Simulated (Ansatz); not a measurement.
HCl: several calculations on one system

### Relaxation

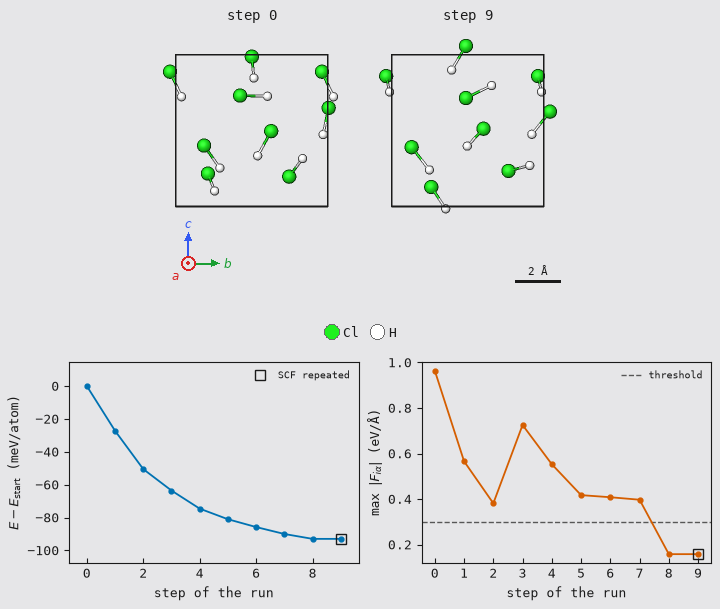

First and last geometry of a relaxation of an amorphous cell of composition HCl, with the history of the run. A ball-and-stick model of the cell of the calculation, seen along the a axis.

The cell holds 8 HCl. The run prepares the start of a later molecular dynamics calculation, from a guessed geometry.

These are results of Ansatz 0.2.0, DFT PBE-D3(BJ), scalar-relativistic, plane waves, PAW, not measurements.

Input
```yaml
crystal:
  lattice:
    - [6.885202, 0.0, 0.0]
    - [0.0, 6.885202, 0.0]
    - [0.0, 0.0, 6.885202]
  atoms:
    - { symbol: Cl, position: [0.6282481, 0.747188, 0.1964681] }
    - { symbol: H, position: [0.7408992, 0.8347776, 0.3156218] }
    - { symbol: Cl, position: [0.0140514, 0.5011311, 0.9862159] }
    - { symbol: H, position: [0.1351904, 0.5146214, 0.8458479] }
    - { symbol: Cl, position: [0.1091503, -0.0371114, 0.8872052] }
    - { symbol: H, position: [0.1501052, 0.0386112, 0.7224369] }
    - { symbol: Cl, position: [0.5377762, 1.0068518, 0.648976] }
    - { symbol: H, position: [0.586576, 0.9702646, 0.4733634] }
    - { symbol: Cl, position: [0.3165807, 0.6285729, 0.4959634] }
    - { symbol: H, position: [0.2991347, 0.5395147, 0.3337163] }
    - { symbol: Cl, position: [0.6618388, 0.4237514, 0.7302821] }
    - { symbol: H, position: [0.6174733, 0.6042187, 0.7254781] }
    - { symbol: Cl, position: [0.9942221, 0.1869432, 0.400988] }
    - { symbol: H, position: [0.9490501, 0.2903911, 0.2532794] }
    - { symbol: Cl, position: [0.46216, 0.2122218, 0.2165584] }
    - { symbol: H, position: [0.6021502, 0.2562207, 0.102424] }
basis:
  ecutwfc: 420.0
kpoints:
  mp_grid: { grid: [1, 1, 1] }
hamiltonian:
  xc: pbe
  dispersion: d3bj
scf:
  occupations: { method: fermi_dirac, width: 0.02 }
  lower_state_search: "off"
relax:
  f_tol: 0.3
  max_steps: 15
  adjacent_minimum: "off"
```

Launched with:
```bash
ansatz run input.yaml --threads 1 --pin off --max-ram 3072MiB --backend cpu --events-out ev --progress --plain --runs-dir out
```

### Did the run converge, and what did it change?

It converged. The atom that moves furthest is H16 (1.08 Å along [−1 3 −3]). Largest moves by element: H 1.08 Å, Cl 0.72 Å. The cell doesn't change. Near-neighbour distances that change, for instance: Cl1–H2 1.280 → 1.323 Å, Cl13–H14 1.280 → 1.315 Å, Cl11–H12 1.280 → 1.298 Å. After 8 accepted moves (9 points after the start) the energy has fallen by 93.0 meV per atom. The largest force component goes from 0.96 to 0.16 eV/Å. 1 step only repeated the SCF at the same geometry.

Limits of the set-up: the periodic images lie only 6.9 Å apart, so the values are limited by the cell's size.

### Dynamics

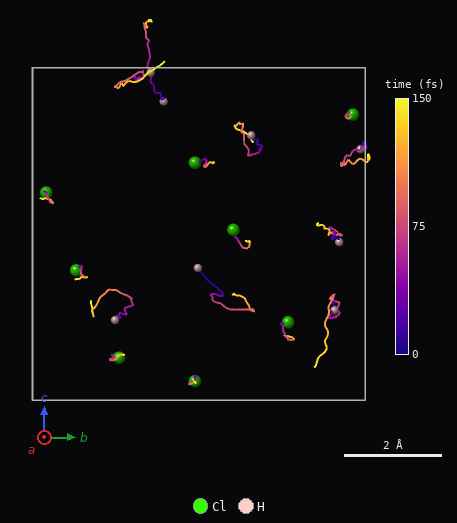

First-principles dynamics of a periodic cell with 8 HCl at 1.484 g/cm³, 150 fs long. Lines trace each atom's path, coloured by time; spheres stand at the starting positions. Seen along the a axis in the simulation cell.

These are results of DFT PBE-D3(BJ), scalar-relativistic, plane waves, PAW in Ansatz 0.2.0, not measurements. Set-up: plane-wave cutoff 420 eV; k-point mesh 1 × 1 × 1; Fermi-Dirac smearing 0.02 eV; Langevin thermostat (NVT); set temperature 400 K; time step 0.5 fs; friction 0.02 per fs.

Input
```yaml
crystal:
  lattice:
    - [6.885202, 0.0, 0.0]
    - [0.0, 6.885202, 0.0]
    - [0.0, 0.0, 6.885202]
  atoms:
    - { symbol: Cl, position: [0.66570768, 0.76879296, 0.23419182] }
    - { symbol: H, position: [0.7924607, 0.90859063, 0.27036668] }
    - { symbol: Cl, position: [0.04406471, 0.48845313, 1.057127] }
    - { symbol: H, position: [0.08318707, 0.39454045, 0.89806025] }
    - { symbol: Cl, position: [0.05031158, -0.03652282, 0.85849437] }
    - { symbol: H, position: [0.20866787, -0.01368057, 0.75427794] }
    - { symbol: Cl, position: [0.49175919, 1.04158272, 0.62434247] }
    - { symbol: H, position: [0.50699553, 0.92263527, 0.47494627] }
    - { symbol: Cl, position: [0.22036343, 0.60431874, 0.51188285] }
    - { symbol: H, position: [0.32505677, 0.49754438, 0.39739431] }
    - { symbol: Cl, position: [0.6931298, 0.48862724, 0.71386561] }
    - { symbol: H, position: [0.70737516, 0.65760422, 0.79617881] }
    - { symbol: Cl, position: [0.96721172, 0.13149766, 0.39029831] }
    - { symbol: H, position: [0.98873093, 0.24829143, 0.24081039] }
    - { symbol: Cl, position: [0.4882098, 0.26036922, 0.12786017] }
    - { symbol: H, position: [0.57137476, 0.35552415, -0.01527235] }
basis:
  ecutwfc: 420.0
kpoints:
  mp_grid: { grid: [1, 1, 1] }
hamiltonian:
  xc: pbe
  dispersion: d3bj
scf:
  occupations: { method: fermi_dirac, width: 0.02 }
  lower_state_search: "off"
md:
  timestep: 0.5
  n_steps: 300
  ensemble: nvt_langevin
  temperature: 400.0
  initial_velocities: maxwell_boltzmann
  seed: 220236
  friction: 0.02
```

Launched with:
```bash
ansatz run input.yaml --threads 1 --pin off --max-ram 3072MiB --backend cpu --events-out ev --progress --plain --runs-dir out
```

Question: What do the traces tell about the motion?

Answer: Root-mean-square distances from the starting positions over the second half, with the common drift of all atoms taken out: H 1.02 Å, Cl 0.37 Å. The heavy atoms stay within a fraction of a molecule's size of their starting places, while the hydrogen atoms travel further, as molecules turn; so short a run doesn't tell a liquid from a solid. The mean temperature in the second half is 336 K (standard deviation 47 K). The potential energy is still drifting at the end, so the run hasn't reached equilibrium. The potential energy in the second half lies on average 39.6 meV per atom above the first frame.

Limits of the set-up: the periodic images lie only 6.9 Å apart, so the values are limited by the cell's size.

### Dynamics

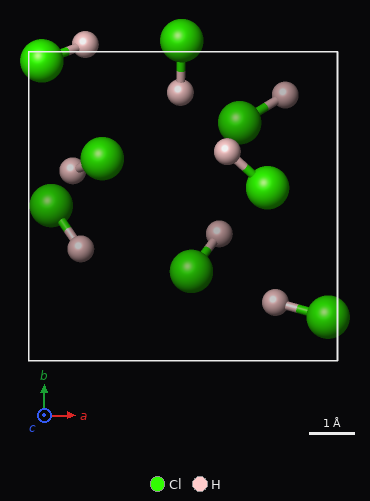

Starting frame of a dynamics run of a periodic cell with 8 HCl at 1.484 g/cm³. It starts from the last geometry of an earlier run, with fresh velocities. A ball-and-stick model of the simulation cell, seen along the c axis.

All numbers below come from Ansatz, DFT PBE-D3(BJ), scalar-relativistic, plane waves, PAW.

Input file:
```yaml
crystal:
  lattice:
    - [6.885202, 0.0, 0.0]
    - [0.0, 6.885202, 0.0]
    - [0.0, 0.0, 6.885202]
  atoms:
    - { symbol: Cl, position: [0.67939875, 0.76702127, 0.20250932] }
    - { symbol: H, position: [0.82693857, 0.85654451, 0.10759443] }
    - { symbol: Cl, position: [0.06951091, 0.4986948, 1.06372139] }
    - { symbol: H, position: [0.16510282, 0.35846748, 1.1509717] }
    - { symbol: Cl, position: [0.03901903, -0.03281158, 0.87522586] }
    - { symbol: H, position: [0.17965189, 0.02016825, 0.74703392] }
    - { symbol: Cl, position: [0.4920019, 1.03271158, 0.61642576] }
    - { symbol: H, position: [0.48743199, 0.86502033, 0.53807198] }
    - { symbol: Cl, position: [0.23467314, 0.65056987, 0.48820262] }
    - { symbol: H, position: [0.13902024, 0.6111326, 0.32655796] }
    - { symbol: Cl, position: [0.76970565, 0.55643582, 0.72525413] }
    - { symbol: H, position: [0.63952998, 0.67331479, 0.78366304] }
    - { symbol: Cl, position: [0.9657952, 0.13759672, 0.37114538] }
    - { symbol: H, position: [0.79513285, 0.18510972, 0.30823522] }
    - { symbol: Cl, position: [0.52333001, 0.28562285, 0.14525613] }
    - { symbol: H, position: [0.61346006, 0.40716494, 0.0278373] }
basis:
  ecutwfc: 420.0
kpoints:
  mp_grid: { grid: [1, 1, 1] }
hamiltonian:
  xc: pbe
  dispersion: d3bj
scf:
  occupations: { method: fermi_dirac, width: 0.02 }
  lower_state_search: "off"
md:
  timestep: 0.5
  n_steps: 400
  ensemble: nvt_nose_hoover
  temperature: 400.0
  initial_velocities: maxwell_boltzmann
  seed: 584757
  nose_hoover: { tau: 50.0, chain_length: 3 }
```

Run as
```bash
ansatz run input.yaml --threads 1 --pin off --max-ram 3072MiB --backend cpu --events-out ev --progress --plain --runs-dir out
```

Question: Predict how the run goes.

Answer: Over the second half the temperature averages 451 K (spread ±52 K). The potential energy in the second half lies on average 13.5 meV per atom above the first frame. In the second half of the run the atoms are, in the root-mean-square, this far from where they began (common drift taken out): H 1.59 Å, Cl 0.68 Å. The heavy atoms stay within a fraction of a molecule's size of their starting places, while the hydrogen atoms travel further, as molecules turn; so short a run doesn't tell a liquid from a solid.

Along the run (each row but the first and the last is the mean over the interval that it begins):

```csv
time (fs),potential energy (meV/atom),T (K)
0.0,0.0,400
33.0,0.7,402
66.0,2.5,419
99.0,6.2,445
132.0,15.3,433
165.0,18.8,469
198.0,16.5,505
```

The paths of the atoms:

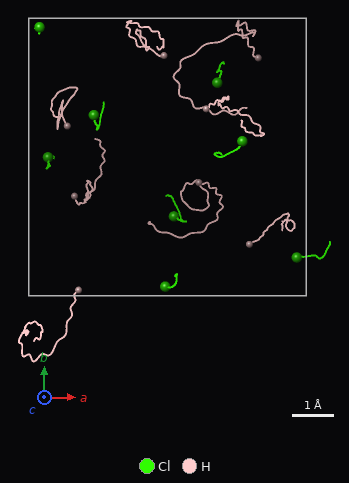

Limits of the set-up: the periodic images lie only 6.9 Å apart, so the values are limited by the cell's size.
